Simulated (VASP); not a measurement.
Energy against volume of CuZn (CsCl type). Calculation: PBE GGA, VASP's PBE PAW potentials (set 64) (plane waves; VASP).

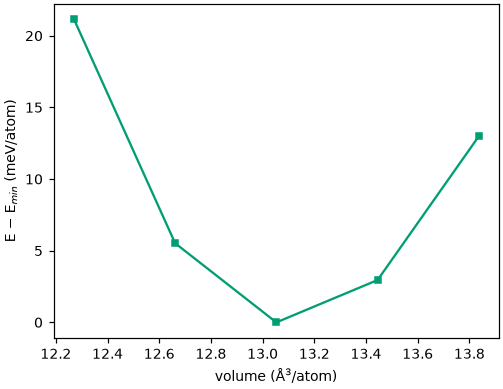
Energy against volume

Estimate the equilibrium volume and the bulk modulus.

The minimum lies near 13.1 Å³/atom, and the curvature gives B0 of about 110 GPa.

Measured: bulk modulus 116 GPa (computed value off by -2.5 %), as given by Niraj K. Nepal et al., Physical Review B (2020), arXiv:2007.11150; a 2.958 Å (computed value off by +0.4 %), as given by First-Principles Study on the Electrical and Thermal Conductivities of Cu–Zn Binary Alloys. The calculation is for a static lattice, while the measured bulk modulus, a hold thermal and zero-point effects, which are part of the difference.

The compound is CuZn in the CsCl type structure. It was relaxed first.
